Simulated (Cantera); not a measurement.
Input: 1 mol Si, 1.1 mol O2, 100 mol H2, held at 1730 Torr.

These are equilibrium values from Cantera (NASA tables, ideal gas, pure condensed phases), not measurements of a reactor. Candidate condensed phases: H2O, Si, SiO2; 18 gas species. The tables hold silica as quartz up to 1696 K and as liquid above; real silica turns to tridymite and cristobalite and melts near 1996 K. Kinetics and transport are ignored.

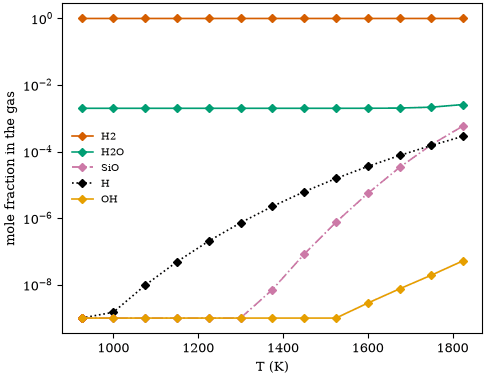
*Equilibrium gas composition (values under 1e-9 drawn at 1e-9)*

From 925 K to 1675 K the condensed part is SiO2(β-quartz). From 1750 K to 1825 K the condensed part is SiO2(condensed).
